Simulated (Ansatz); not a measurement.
In doubt: masses and optical values from hybrid runs of this build are listed as unsure (in some of the runs), which bears on the screening that GW takes from such a start.

SrTiO3 (Tausonite), computed twice by G0W0.

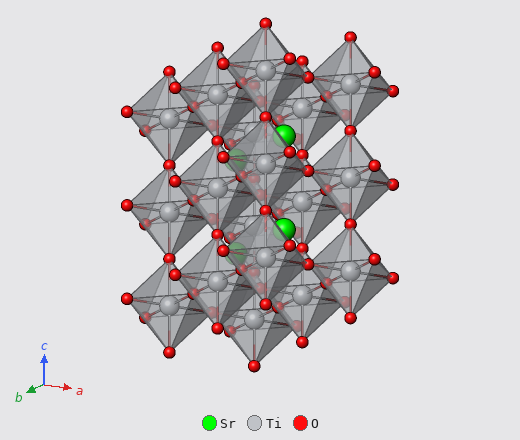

The structure (strontium green, titanium light grey, oxygen red). 1×2×2 cells are drawn. Some periodic images of atoms are drawn too.

It takes space group Pm-3m (No. 221, cubic). Conventional cell: a = 3.905 Å, b = 3.905 Å, c = 3.905 Å, α = 90.00°, β = 90.00°, γ = 90.00°. Nearest to Sr lie 12 O at 2.76 Å. Nearest to Ti lie 6 O at 1.95 Å. Nearest to O lie 2 Ti at 1.95 Å and 4 Sr at 2.76 Å. Farther neighbours and most contacts between anions are not listed.

```
Sr Ti O
1.0
     3.90528    0.00000    0.00000
     0.00000    3.90528    0.00000
     0.00000    0.00000    3.90528
Sr Ti O
1 1 3
Direct
  0.50000 0.50000 0.50000
  0.00000 0.00000 0.00000
  0.50000 0.00000 0.00000
  0.00000 0.50000 0.00000
  0.00000 0.00000 0.50000
```

The cell and positions come from the Crystallography Open Database and are kept as given unless a step says otherwise. PAW set soft_2, made with PBE.

The first (Ansatz 0.2.0; start PBE, 4×4×4 mesh, 177 empty bands, screening to 120 eV; 1 × NVIDIA H100 80GB HBM3 (shared by 6 runs) with 3 threads of AMD EPYC 7R13 (Zen 3), shared host) gave, on its mesh: starting gap 1.87 eV, G0W0 gap 3.38 eV, RPA ε∞ (mean) 6.55, 10 s.

The second changes start from PBE to HSE06. What does it give?

It gave: starting gap 3.32 eV, G0W0 gap 3.71 eV, RPA ε∞ (mean) 4.57, 23 s. The G0W0 gap moves by +0.33 eV, +1.46 eV from the start and −1.13 eV from the correction. Σc changes by −0.43 eV at the valence top and +0.49 eV at the conduction bottom, and Σx − Vxc between them by −2.06 eV.

Limits: not at the basis limit; no spin-orbit coupling; coarse k mesh.

[Paths, hosts, dates, memory and timing lines, banners, echoed tables and standing remarks are left out of the program output.]

[Logs are printed without paths, hosts, clocks, repeated set-up lines and the standing remarks that a program may print on its own settings, such as how far it seeks lower states.]

[Runs of the session that timed out or met a known fault of the program may be left out.]

[Cells called generated may have been cut or substituted from an entry of the Crystallography Open Database or the Materials Project.]

[Hosts, paths, dates, database ids (printed as entryN), source tags and the programs' standing remarks are cut or masked in the printed files.]
